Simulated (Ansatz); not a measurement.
## Refining one setting for BaPbO₃ (R-3c, 10 atoms in the cell)

Space group R-3c, hexagonal axes (No. 167); a = 6.0974 Å, b = 6.0974 Å, c = 14.8998 Å, α = 90.00°, β = 90.00°, γ = 120.00°

```csv
atom,site,symmetry,x,y,z
Ba,6a,32,0.0000,0.0000,0.2500
Pb,6b,-3.,0.0000,0.0000,0.0000
O,18e,.2,0.4749,0.4749,0.2500
```
(The calculation used a cell of 10 atoms; values per cell refer to that cell.)

Level of theory: revPBE, default PAW files made with PBE (plane waves; Ansatz, a program for electronic structure).

The starting cell was generated: these elements placed on a structure prototype, without a prior relaxation; it need not be a known phase or ordering of this composition. In the base run, with a pressure of about 5 GPa the cell is away from its equilibrium volume at this level. Ansatz's pressure includes its estimate of the finite-basis (Pulay) stress. A gap is left out here, as mesh or smearing make it unsure.

Held fixed: kpoints.mp_grid.grid = 5 5 5; kpoints.mp_grid.shift = 0.5 0.5 0.5; hamiltonian.xc = revpbe; hamiltonian.pseudopotentials = {kind: paw} (the program's default PAW files); scf.occupations.method = methfessel_paxton; scf.occupations.width = 0.1 eV.

ΔF is the free energy per atom less that of the last row (840 eV).

The first pressure column holds Ansatz's estimate of the finite-basis (Pulay) stress, which hides part of the cutoff error; the other is without it.

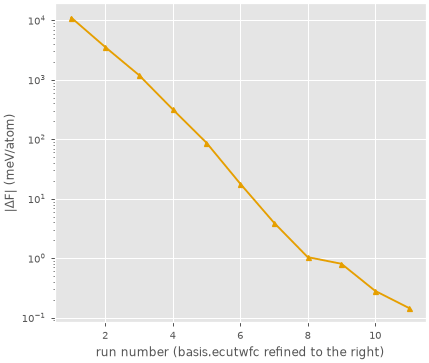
Size of the energy error against the last run of the series; values under 0.01 meV/atom are drawn at 0.01.

```
basis.ecutwfc  ΔF (meV/atom)  pressure (GPa)  largest force (eV/Å)  pressure at a fixed set of plane waves (GPa)  plane waves  iterations
-------------  -------------  --------------  --------------------  --------------------------------------------  -----------  ----------
170 eV               11075.3           35.76                 0.690                                       -320.03          833           9
210 eV                3573.2            4.76                 0.073                                       -134.09         1067           7
250 eV                1204.4            2.78                 0.198                                        -52.55         1459           7
295 eV                 320.0            5.46                 0.200                                        -14.03         1837           7
335 eV                  87.7            5.37                 0.198                                         -1.26         2229           7
380 eV                  18.0            5.28                 0.196                                          3.61         2733           7
420 eV                   4.0            5.34                 0.196                                          4.92         3119           7
485 eV                  1.05            5.34                 0.196                                          5.33         3839           6
545 eV                  0.81            5.34                 0.196                                          5.32         4645           6
630 eV                  0.28            5.34                 0.196                                          5.33         5769           6
735 eV                  0.15            5.34                 0.196                                          5.34         7269           6
840 eV                  0.00            5.34                 0.196                                          5.33         8801           6
```

Energy within 2 meV/atom of the last row: from basis.ecutwfc = 485 eV on; the one before it is off by 4.0 meV/atom.

Pressure within 0.1 GPa of the last row: from basis.ecutwfc = 335 eV on; the one before it is off by 0.13 GPa. The value it settles on is 5.34 GPa at this level of theory and with the other settings as held.

Keys are those of Ansatz 0.2.
